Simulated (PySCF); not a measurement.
C4H5Br, SMILES `C=C=CCBr`.

Computed with PySCF, TPSSh/def2-SVPD, geometry: GFN2-xTB. No frequency check shows the geometry to be a minimum. GFN2-xTB bond lengths at metals and heavier atoms can be off by up to 0.1 Å and shapes distorted, which carries into these values.

Geometry (Å), atoms numbered from 1:

```
C1      -3.3947   -0.5908    0.1665
C2      -2.3133    0.0275   -0.1754
C3      -1.2270    0.6654   -0.4972
C4      -0.1076    0.8927    0.4540
Br5      1.4627   -0.2229   -0.0197
H6      -4.2496   -0.0668    0.5631
H7      -3.4927   -1.6590    0.0576
H8      -1.0825    1.0288   -1.5064
H9       0.2577    1.9181    0.4173
H10     -0.3702    0.6124    1.4721
```

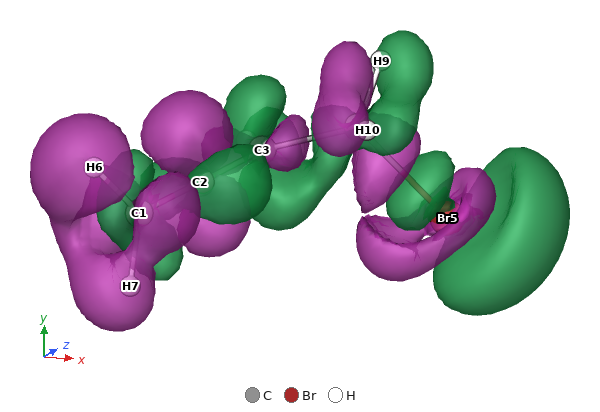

Change of the electron density in a uniform field of 0.51 V/Å, surfaces at ±0.005 e/Å³ (green: gain, purple: loss).

Question: Along which Cartesian direction does the field point?

Answer: Along −x: electrons gather on the +x side, against the field.

Question: What dipole is induced, and what polarisability does it imply?

Answer: The induced dipole is 2.92 D (+2.91 D along the field); α along this axis, from the fields in both directions, is 113 bohr³ (16.7 Å³).

Question: Which atoms gain and lose the most charge?

Answer: Electrons gather most on Br5 (Hirshfeld charge changes by −0.076 e) and leave C1 most (+0.035 e); 0.205 electrons are displaced in all.
